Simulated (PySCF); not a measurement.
**HBr (hydrogen bromide): QCISD(T)/SBKJC (core potential)**

Aim: the energy change on altering one bond length of HBr (hydrogen bromide) at QCISD(T)/SBKJC (core potential), from 2 runs. 

Program for the calculation: PySCF 2.14.0.

12 further runs of the same task are left out: 3 that didn't finish, 9 set aside as unsound or not needed.

### 1 The structure to begin with

HBr: 2 atoms, total charge 0, spin state singlet. SMILES: `Br`. Geometry: relaxed at PBE0-D4/def2-TZVP.

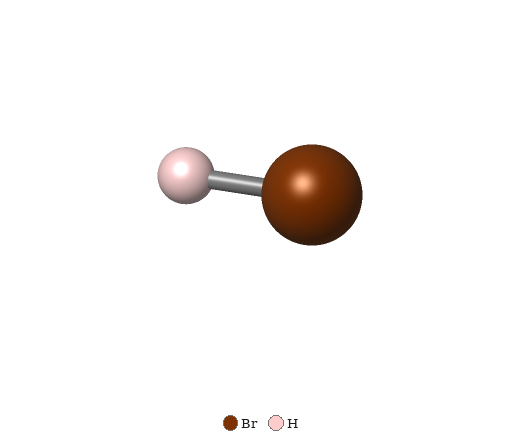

Viewed from a chosen angle; bromine brown, hydrogen pink.

### 2 A single-point energy at QCISD(T)/SBKJC (core potential)

Contents of run.py:

```python
# Br
from pyscf import gto, cc

mol = gto.Mole()
mol.atom = [
    ('Br', (-0.603220, 0.217960, -0.305050)),
    ('H', (0.603220, -0.217960, 0.305050)),
]
mol.spin = 0
mol.basis = 'sbkjc'
mol.verbose = 4
mol.charge = 0
mol.ecp = {'Br': 'sbkjc'}
mol.max_memory = 1860
mol.build()

hf = mol.RHF()
hf.conv_tol = 1e-10
hf.kernel()
if not hf.converged:
    hf = hf.newton().run(hf.mo_coeff, hf.mo_occ)

mycc = cc.QCISD(hf)
mycc.kernel()
e_t = mycc.qcisd_t()
e_final = mycc.e_tot + e_t
print('Final energy', e_final)
```

Launch:

```bash
OMP_NUM_THREADS=1 python run.py
```

Log:

```text
PySCF version 2.14.0

[INPUT] num. atoms = 2
[INPUT] num. electrons = 8
[INPUT] charge = 0
[INPUT] spin (= nelec alpha-beta = 2S) = 0
[INPUT] symmetry False subgroup None
[INPUT] Mole.unit = angstrom
[INPUT] Symbol           X                Y                Z      unit          X                Y                Z       unit  Magmom
[INPUT]  1 Br    -0.603220000000   0.217960000000  -0.305050000000 AA   -1.139920592860   0.411884706110  -0.576460954299 Bohr   0.0
[INPUT]  2 H      0.603220000000  -0.217960000000   0.305050000000 AA    1.139920592860  -0.411884706110   0.576460954299 Bohr   0.0

nuclear repulsion = 2.60775000272955
number of shells = 6
number of NR pGTOs = 23
number of NR cGTOs = 10
basis = sbkjc
ecp = {'Br': 'sbkjc'}

******** <class 'pyscf.scf.hf.RHF'> ********
method = RHF
initial guess = minao
damping factor = 0
level_shift factor = 0
DIIS = <class 'pyscf.scf.diis.CDIIS'>
diis_start_cycle = 1
diis_space = 8
diis_damp = 0
SCF conv_tol = 1e-10
SCF conv_tol_grad = None
SCF max_cycles = 50
direct_scf = True
direct_scf_tol = 1e-13
Set gradient conv threshold to 1e-05
Initial guess from minao.
init E= -13.2910326444046
  HOMO = -0.265919524932492  LUMO = 0.178940659822129  gap/eV = 12.10526
cycle= 1 E= -13.696530290609  delta_E= -0.405  |g|= 0.124  |ddm|= 1.82
  HOMO = -0.432291489097708  LUMO = 0.141489057664508  gap/eV = 15.61336
cycle= 2 E= -13.7051364053678  delta_E= -0.00861  |g|= 0.0158  |ddm|= 0.254
  HOMO = -0.436523013064133  LUMO = 0.155694215985327  gap/eV = 16.11505
cycle= 3 E= -13.7053057416035  delta_E= -0.000169  |g|= 0.00311  |ddm|= 0.0498
  HOMO = -0.434202015841797  LUMO = 0.157599538771137  gap/eV = 16.10374
cycle= 4 E= -13.7053121718975  delta_E= -6.43e-06  |g|= 0.000685  |ddm|= 0.00931
  HOMO = -0.434616473249188  LUMO = 0.15755207013549  gap/eV = 16.11373
cycle= 5 E= -13.7053124551919  delta_E= -2.83e-07  |g|= 6.34e-05  |ddm|= 0.00193
  HOMO = -0.43461334265102  LUMO = 0.157568184597316  gap/eV = 16.11408
cycle= 6 E= -13.7053124580958  delta_E= -2.9e-09  |g|= 5.67e-06  |ddm|= 0.000193
  HOMO = -0.434613425459384  LUMO = 0.157566106384662  gap/eV = 16.11403
cycle= 7 E= -13.7053124581191  delta_E= -2.33e-11  |g|= 3.04e-07  |ddm|= 1.97e-05
  HOMO = -0.434613326061282  LUMO = 0.157566424903525  gap/eV = 16.11403
Extra cycle  E= -13.7053124581192  delta_E= -5.33e-14  |g|= 5.62e-08  |ddm|= 6.25e-07
converged SCF energy = -13.7053124581192

******** <class 'pyscf.cc.qcisd.QCISD'> ********
QCISD nocc = 4, nmo = 10
max_cycle = 50
direct = 0
conv_tol = 1e-07
conv_tol_normt = 1e-05
diis_space = 6
diis_start_cycle = 0
diis_start_energy_diff = 1e+09
Init t2, MP2 energy = -13.7372222201416  E_corr(MP2) -0.0319097620223659
Init E_corr(QCISD) = -0.0319097620223675
cycle = 1  E_corr(QCISD) = -0.0380601719071149  dE = -0.00615040988  norm(t1,t2) = 0.0295652
cycle = 2  E_corr(QCISD) = -0.0399654998965925  dE = -0.00190532799  norm(t1,t2) = 0.010945
cycle = 3  E_corr(QCISD) = -0.0410328118337518  dE = -0.00106731194  norm(t1,t2) = 0.00438791
cycle = 4  E_corr(QCISD) = -0.0410236199689663  dE = 9.19186479e-06  norm(t1,t2) = 0.000378714
cycle = 5  E_corr(QCISD) = -0.0410238750490116  dE = -2.55080045e-07  norm(t1,t2) = 4.30781e-05
cycle = 6  E_corr(QCISD) = -0.0410239605024068  dE = -8.54533951e-08  norm(t1,t2) = 8.16817e-06
QCISD converged
E(QCISD) = -13.7463364186216  E_corr = -0.04102396050240675
QCISD(T) correction = -0.00028735713324317
Final energy -13.746623775754845
```

Run time: 0.78 s. Hardware: 1 thread of Arm Neoverse V1, shared host; peak memory 0.12 GiB.

### 3 The distorted shape at the same level

Contents of run.py:

```python
from pyscf import gto, cc

mol = gto.M(
    atom='''
Br  -2.050912   0.741051  -1.037152
H    0.603220  -0.217960   0.305050
''',
    max_memory=1860,
    verbose=4,
    ecp={'Br': 'sbkjc'},
    charge=0,
    basis='sbkjc',
)

mf = mol.RHF()
mf.conv_tol = 1e-10
mf.kernel()
if not mf.converged:
    mf = mf.newton().run(mf.mo_coeff, mf.mo_occ)

mycc = cc.QCISD(mf)
mycc.kernel()
e_t = mycc.qcisd_t()
e_final = mycc.e_tot + e_t
print('E(%s) = %.9f' % ('QCISD(T)', e_final))
```

Launch:

```bash
OMP_NUM_THREADS=1 python run.py
```

Log:

```text
PySCF version 2.14.0

[INPUT] num. atoms = 2
[INPUT] num. electrons = 8
[INPUT] charge = 0
[INPUT] spin (= nelec alpha-beta = 2S) = 0
[INPUT] symmetry False subgroup None
[INPUT] Mole.unit = angstrom
[INPUT] Symbol           X                Y                Z      unit          X                Y                Z       unit  Magmom
[INPUT]  1 Br    -2.050912000000   0.741051000000  -1.037152000000 AA   -3.875661985584   1.400383434335  -1.959933229545 Bohr   0.0
[INPUT]  2 H      0.603220000000  -0.217960000000   0.305050000000 AA    1.139920592860  -0.411884706110   0.576460954299 Bohr   0.0

nuclear repulsion = 1.18535695365342
number of shells = 6
number of NR pGTOs = 23
number of NR cGTOs = 10
basis = sbkjc
ecp = {'Br': 'sbkjc'}

******** <class 'pyscf.scf.hf.RHF'> ********
method = RHF
initial guess = minao
damping factor = 0
level_shift factor = 0
DIIS = <class 'pyscf.scf.diis.CDIIS'>
diis_start_cycle = 1
diis_space = 8
diis_damp = 0
SCF conv_tol = 1e-10
SCF conv_tol_grad = None
SCF max_cycles = 50
direct_scf = True
direct_scf_tol = 1e-13
Set gradient conv threshold to 1e-05
[... 1 set-up line as earlier in the session ...]
init E= -13.0654535207793
  HOMO = -0.253917025757984  LUMO = -0.159963268684817  gap/eV = 2.55661
cycle= 1 E= -13.4211961468879  delta_E= -0.356  |g|= 0.217  |ddm|= 1.73
  HOMO = -0.274717275560404  LUMO = -0.20448161092455  gap/eV = 1.91121
cycle= 2 E= -13.401453302404  delta_E= 0.0197  |g|= 0.404  |ddm|= 1.21
  HOMO = -0.358691845587504  LUMO = -0.183945596087551  gap/eV = 4.75509
cycle= 3 E= -13.4963803740133  delta_E= -0.0949  |g|= 0.0809  |ddm|= 0.517
  HOMO = -0.380607962163466  LUMO = -0.148996006010092  gap/eV = 6.30248
cycle= 4 E= -13.4994428523392  delta_E= -0.00306  |g|= 0.0245  |ddm|= 0.109
  HOMO = -0.373842518688508  LUMO = -0.142383209514963  gap/eV = 6.29833
cycle= 5 E= -13.499773890665  delta_E= -0.000331  |g|= 0.00114  |ddm|= 0.0481
  HOMO = -0.373308647918685  LUMO = -0.142486447916674  gap/eV = 6.28099
cycle= 6 E= -13.499774923488  delta_E= -1.03e-06  |g|= 0.000252  |ddm|= 0.00391
  HOMO = -0.373314295891898  LUMO = -0.142520159445291  gap/eV = 6.28023
cycle= 7 E= -13.4997749588598  delta_E= -3.54e-08  |g|= 3.7e-06  |ddm|= 0.000411
  HOMO = -0.373311232502828  LUMO = -0.142528532244819  gap/eV = 6.27992
cycle= 8 E= -13.4997749588712  delta_E= -1.13e-11  |g|= 2.65e-07  |ddm|= 1.08e-05
  HOMO = -0.373311064033679  LUMO = -0.142528735659252  gap/eV = 6.27991
Extra cycle  E= -13.4997749588712  delta_E= -4.97e-14  |g|= 7.38e-08  |ddm|= 5.84e-07
converged SCF energy = -13.4997749588712

******** <class 'pyscf.cc.qcisd.QCISD'> ********
QCISD nocc = 4, nmo = 10
max_cycle = 50
direct = 0
conv_tol = 1e-07
conv_tol_normt = 1e-05
diis_space = 6
diis_start_cycle = 0
diis_start_energy_diff = 1e+09
Init t2, MP2 energy = -13.5863296015932  E_corr(MP2) -0.0865546427219735
Init E_corr(QCISD) = -0.0865546427219804
cycle = 1  E_corr(QCISD) = -0.109278504307399  dE = -0.0227238616  norm(t1,t2) = 0.208618
cycle = 2  E_corr(QCISD) = -0.129592297318975  dE = -0.020313793  norm(t1,t2) = 0.128159
cycle = 3  E_corr(QCISD) = -0.133679909425648  dE = -0.00408761211  norm(t1,t2) = 0.0571036
cycle = 4  E_corr(QCISD) = -0.140945610214534  dE = -0.00726570079  norm(t1,t2) = 0.0404864
cycle = 5  E_corr(QCISD) = -0.140207229135542  dE = 0.000738381079  norm(t1,t2) = 0.00281236
cycle = 6  E_corr(QCISD) = -0.140750906433433  dE = -0.000543677298  norm(t1,t2) = 0.00171866
cycle = 7  E_corr(QCISD) = -0.140586077543485  dE = 0.00016482889  norm(t1,t2) = 0.000681319
cycle = 8  E_corr(QCISD) = -0.140607919864161  dE = -2.18423207e-05  norm(t1,t2) = 9.74165e-05
cycle = 9  E_corr(QCISD) = -0.140608566135254  dE = -6.46271093e-07  norm(t1,t2) = 8.16576e-06
cycle = 10  E_corr(QCISD) = -0.140608839689685  dE = -2.73554432e-07  norm(t1,t2) = 2.70475e-06
cycle = 11  E_corr(QCISD) = -0.140608941437861  dE = -1.01748175e-07  norm(t1,t2) = 9.88743e-07
cycle = 12  E_corr(QCISD) = -0.140608936177502  dE = 5.26035854e-09  norm(t1,t2) = 4.01626e-07
QCISD converged
E(QCISD) = -13.64038389504872  E_corr = -0.1406089361775021
QCISD(T) correction = -0.00192233001334878
E(QCISD(T)) = -13.642306225
```

It took 1 s on 1 thread of Arm Neoverse V1, shared host; peak memory 0.12 GiB.

### 4 Summary of results

Level: QCISD(T)/SBKJC (core potential).

| quantity | value |
| --- | --- |
| first shape: total energy | -13.74662 Eh |
| first shape: dipole moment (Hartree–Fock density) | 1.52 D |
| first shape: HOMO energy (Hartree–Fock orbitals) | -11.83 eV |
| first shape: LUMO energy (Hartree–Fock orbitals) | 4.29 eV |
| first shape: HOMO–LUMO gap (Hartree–Fock orbitals) | 16.11 eV |
| first shape: correlation energy | -41.3 mEh |
| first shape: (T) correction | -0.29 mEh |
| first shape: T1 diagnostic | 0.007 |
| distorted shape: total energy | -13.64231 Eh |
| distorted shape: dipole moment (Hartree–Fock density) | 3.36 D |
| distorted shape: HOMO energy (Hartree–Fock orbitals) | -10.16 eV |
| distorted shape: LUMO energy (Hartree–Fock orbitals) | -3.88 eV |
| distorted shape: HOMO–LUMO gap (Hartree–Fock orbitals) | 6.28 eV |
| distorted shape: correlation energy | -142.5 mEh |
| distorted shape: (T) correction | -1.92 mEh |
| distorted shape: T1 diagnostic | 0.061 |
| energy change with the Br1–H2 bond stretched from 1.420 to 3.125 Å | 2.839 eV |

What this shows: One bond (distorted shape) is far stretched, which a spin-restricted single reference describes badly; perturbation theory on it can break down and give far too much correlation. With the Br1–H2 bond stretched from 1.420 to 3.125 Å the energy rises by 2.84 eV (65 kcal/mol). The first shape isn't relaxed at this level, so the change isn't measured from a minimum. A restricted reference can't describe the breaking bond well at this length. The triples (first shape) make up 0.7 % of the correlation energy. The T1 diagnostic (distorted shape) of 0.061 is above the customary mark for such species, so a single reference may not serve. The triples (distorted shape) make up 1.3 % of the correlation energy.
